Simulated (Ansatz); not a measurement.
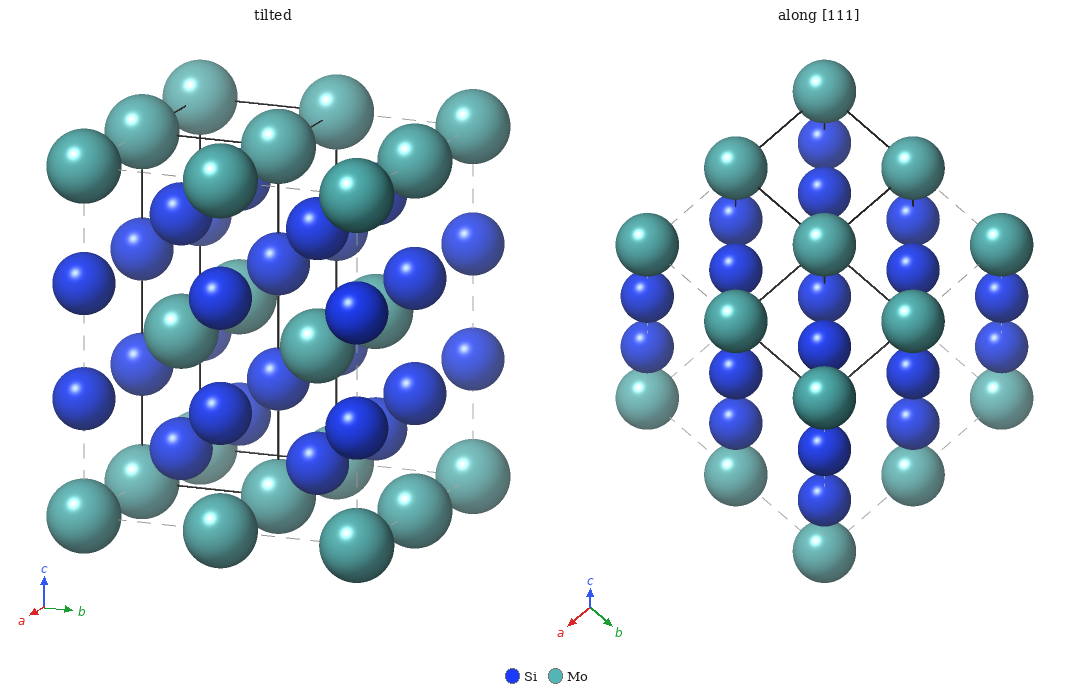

Drawn in the spheres-only manner and seen slightly off an axis and along [111]. The picture spans 2×2×1 cells, one conventional unit cell being drawn with solid lines.

It has the composition Si2Mo. The atoms follow space group I4/mmm (No. 139); the Bravais lattice is body-centred tetragonal. One cell contains 4 Si, 2 Mo, 6 atoms in all.

The structure was taken from a structure listed in the Materials Project. Earlier steps of the study may have refined or changed the cell and positions. An electronic-structure calculation with Ansatz was run on it.
